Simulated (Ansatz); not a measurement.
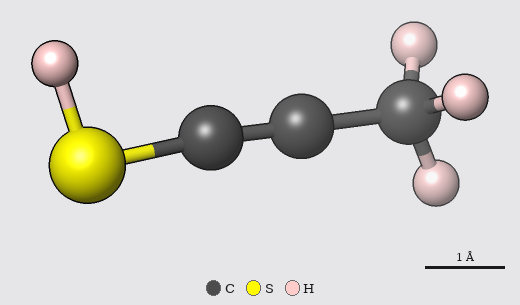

C$_{3}$H$_{4}$S, before the relaxation. Style: ball-and-stick. Shown at a tilt.

The start comes from PBE-D4/def2-SVP.

The calculation used Ansatz, RKS PBE0-D4/def2-TZVP.

The input:
```yaml
crystal:
  periodic: [false, false, false]
  atoms:
    - {symbol: C, position_ang: [0.111060, 1.407878, -0.496456]}
    - {symbol: C, position_ang: [0.130510, 0.052776, 0.034160]}
    - {symbol: C, position_ang: [0.142088, -1.094099, 0.475316]}
    - {symbol: S, position_ang: [0.295903, -2.649769, 1.131252]}
    - {symbol: H, position_ang: [1.143336, 1.805417, -0.597425]}
    - {symbol: H, position_ang: [-0.453255, 2.107986, 0.155760]}
    - {symbol: H, position_ang: [-0.349948, 1.440820, -1.506402]}
    - {symbol: H, position_ang: [-0.927494, -3.128009, 0.747996]}
basis:
  gaussian: {orbitals: def2-TZVP}
hamiltonian: {xc: pbe0, dispersion: d4}
relax: {f_tol: 0.005, max_steps: 150}
```

### What does the optimiser find from here?

Over 4 accepted moves (5 points after the start) the energy falls by 5.23 kJ/mol. The largest force component goes from 1.8 to 0.0043 eV/Å. The line search rejected the trial step at point 3 of the run. The largest move after the best rigid fit is that of H8, 0.046 Å. Largest moves by element: H 0.046 Å, S 0.034 Å, C 0.019 Å. Some distances before and after: C2–C3 1.229 → 1.206 Å, S4–H8 1.368 → 1.346 Å, C1–H5 1.111 → 1.093 Å, C3–S4 1.695 → 1.680 Å. The run took of the order of 60 core-seconds on a shared host.

The structure at the end:

```xyz
8

C     0.1107    1.3968   -0.4936
C     0.1301    0.0478    0.0330
C     0.1392   -1.0776    0.4655
S     0.2898   -2.6178    1.1204
H     1.1291    1.7825   -0.5894
H    -0.4474    2.0757    0.1563
H    -0.3463    1.4214   -1.4862
H    -0.9131   -3.0857    0.7382
```
